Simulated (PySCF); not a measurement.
**C₅H₁₁NO₂Si: density, localisation and related maps**

Input

```
{"job": {"kind": "nmr", "xc": "PBE0", "basis": "pcSseg-1"}, "charge": 0, "multiplicity": 1}
C      2.352917    -1.102832    -1.334134
C      1.621700    -0.456680    -0.416672
C      2.271750     0.340532     0.621844
N      1.569210     0.918354     1.490147
O      0.291433    -0.527492    -0.423470
Si    -0.863829     0.221174     0.485826
C     -0.991525     2.090648     0.234512
O     -2.240702    -0.288660    -0.217102
C     -2.638085    -1.600945    -0.488044
H      3.425558    -1.050182    -1.330307
H      1.884672    -1.691290    -2.102105
H      3.365693     0.371670     0.559986
H      2.063364     1.460207     2.192865
H     -0.793453    -0.259158     1.863352
H     -0.975936     2.346281    -0.821091
H     -1.920169     2.464158     0.649315
H     -0.174538     2.610209     0.718902
H     -2.907779    -2.117126     0.437039
H     -3.508247    -1.561008    -1.144703
H     -1.837183    -2.157183    -0.979200
```

Command:

```sh
OMP_NUM_THREADS=1 python probes_run.py task.json out
```

Geometry: GFN2-xTB.

Theory: PBE0/pcSseg-1, SCF density, gas phase, non-relativistic in PySCF 2.14.0.

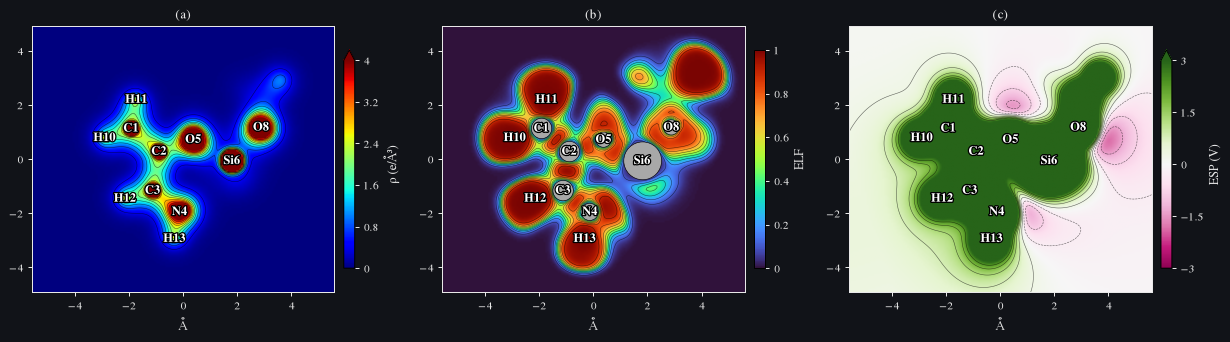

Figure 1. (a) electron density; (b) electron localisation function; (c) molecular electrostatic potential on the plane of atoms C2, C1 and H11. Grey discs cover the atomic cores in the ELF map.

Question: What do the fields say about this system?

Answer:
- Atoms in the plane: C, N, O, Si and H.
- C–N (1.26 Å): ρ at the midpoint is about 2.9 e/Å³; the ELF peaks at about 0.90 between the atoms; a multiple bond.
- C–O (1.33 Å): ρ is about 2.4 e/Å³ halfway; the ELF peaks at about 0.90 between the atoms; a polar covalent bond.
- C–C (1.34 Å): ρ is about 2.3 e/Å³ halfway; the ELF peaks at about 0.95 between the atoms; a multiple bond.
- Si–O (1.63 Å): ρ is about 1.2 e/Å³ halfway; the ELF peaks at about 0.85 between the atoms (a polar covalent bond).
- N–H (1.02 Å): ρ at the midpoint is about 2.8 e/Å³; the ELF climbs to about 1 towards the hydrogen, as it does in any bond to H: an ordinary covalent bond to hydrogen.
- The ELF also peaks beside O8 and O5, away from the bonds: lone-pair regions.
- Outside the dense part of the molecule the potential is most negative (−1.8 V) near O8.

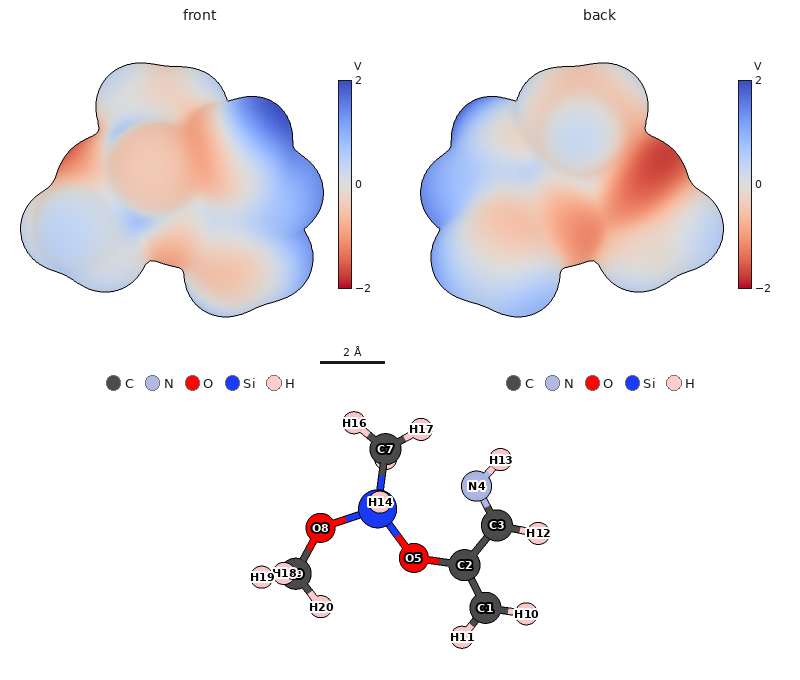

Figure 2. The electrostatic potential painted on the density surface at 0.002 e/bohr³, seen from the front and from behind; the colour scale runs from red (negative) to blue (positive). The bare structure is drawn below in the same view.

Question: Describe the electrostatic potential map.

Answer: The most negative region (about −1.7 V) lies over O8, the most positive (about +1.9 V) over H13. O8 is the likeliest acceptor of a hydrogen bond.
